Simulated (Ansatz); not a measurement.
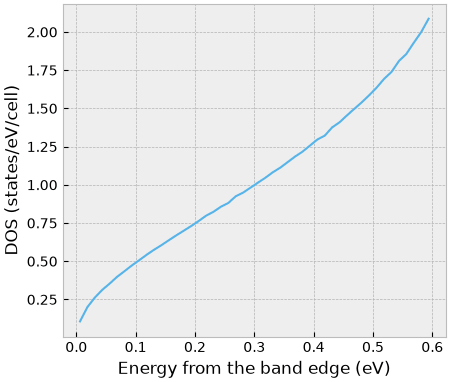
Fig. 1. Density of states of MgO (Fm-3m) below the valence band maximum, PBEsol, rigid bands run with Ansatz (a first-principles code); cell volume 18.7 Å³.

Problem. What effective density of states at 300 K does this give (∫ g(E) exp(−E/k_BT) dE, both spins, divided by the cell's size)?

Solution. 2.9e20 cm⁻³, a density-of-states mass of 5.1 mₑ, valleys and band degeneracy included.

Spin-orbit coupling is left out. Geometry: cell and atoms relaxed with PBEsol.
